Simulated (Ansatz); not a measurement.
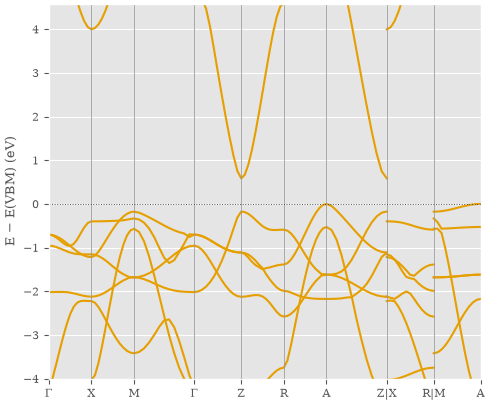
Fig. 1. Band structure from the program Ansatz at the PBE level (PAW)

Read off the gap and where the band edges lie.

About 0.6 eV (0.58 eV by a search for the band edges); maximum at A, minimum at Z.

Pick the material that matches.
A) Sr2ZrTiO6, P4/mmm (Pearson symbol tP10)
B) GaN, P4_2/mnm (Ga on 4g, N on 4f)
C) BaTiO3, P4mm (Ba on 1b, Ti on 1a, O on 2c, O on 1a)
D) SrGaHO2, P4/mmm (Sr on 1d, Ga on 1a, O on 2f, H on 1b)

D, SrGaHO2, P4/mmm (Sr on 1d, Ga on 1a, O on 2f, H on 1b)

The start of the workflow was typed in or built on a structure type; neither database checked (COD, Materials Project) lists it. Its standing as an ambient phase is unchecked. The PBE relaxation kept the symmetry of its start; its stability against distortions is not shown here. Spin–orbit coupling is left out wherever it is not named.

Potentials: the earlier of the program's two PAW sets.
